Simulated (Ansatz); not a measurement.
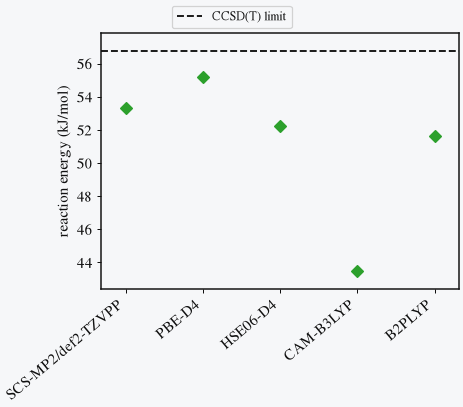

Electronic reaction energy of SnCl₃F ([F][Sn]([Cl])([Cl])[Cl]) + H₂ ([H][H]) → SnHCl₂F ([F][SnH]([Cl])[Cl]) + HCl (Cl) (SMILES in brackets) at several levels (functionals in def2-TZVPP unless a basis is named), isolated molecules at PBE0-D4 triple-zeta geometries, minima by their frequencies, no zero-point or thermal terms, the Ansatz code. The line is frozen-core CCSD(T) at the basis limit (MP2 extrapolated from triple and quadruple zeta, plus CCSD(T) less MP2 in a smaller set). B2PLYP holds a correlation term that converges slowly with the basis, so part of the distance to the limit is basis error. No dispersion term is added to CAM-B3LYP and B2PLYP. The distance of SCS-MP2/def2-TZVPP to the limit includes basis error. Core potentials past Kr. The limit lies 7.8 kJ/mol from CCSD(T)/def2-TZVPP, so the line itself is uncertain by a part of that.

Q: What do zero-point energy and temperature add?

A: Zero-point change 6.2 kJ/mol; at 298.15 K and 1 bar the CCSD(T) limit plus thermal terms gives an enthalpy of reaction of 59.5 and a free energy of 50.1 kJ/mol (harmonic PBE0-D4 modes, ideal gas).

Q: Give the values.

A:
```tsv
level	kJ/mol	less CCSD(T) limit
SCS-MP2/def2-TZVPP	53.3	−3.4
PBE-D4	55.2	−1.6
HSE06-D4	52.2	−4.5
CAM-B3LYP	43.5	−13.3
B2PLYP	51.6	−5.1
CCSD(T) limit	56.8	0.0
```

Note: outer-core shells are correlated without core-valence functions, which makes the correlated values less sure; spin-orbit coupling is left out, and with Sn it can shift these values.
